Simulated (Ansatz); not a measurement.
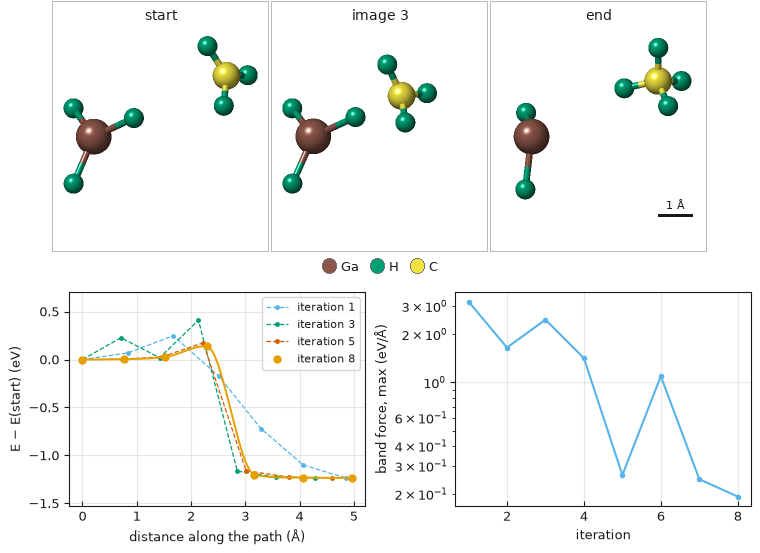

NEB run on CH₆Ga (multiplicity 2), made up of GaH₃ and CH₃. Images are numbered from 0 (start) to 6 (end). The plot follows the band through its iterations. A ball-and-stick model, seen from a free direction.

Theory: UKS B3LYP/def2-SVP (Ansatz). Set-up: 5 movable images; climbing image; force threshold 0.2 eV/Å; iteration limit 60; starting path through a guess of the saddle point.

How did the profile develop, and is the result final?

Answer. The run met only a loose threshold, so the barrier can't be trusted yet. The band converged in 8 iterations. The largest component of the band force went from 3.2 to 0.19 eV/Å. The climbing image converged on the top of the path. Its curvatures weren't checked. The force threshold is so loose that the height of the top is at best an upper bound. The first iteration put the highest image at 0.25 eV. The energy climbs by 0.14 eV to image 3 and then falls by 1.37 eV, so the end point sits at −1.23 eV.

Limits of the set-up: the start holds two separate molecules, 3.6 Å apart at their closest, whose relative position is a soft coordinate and is computed without a dispersion correction.
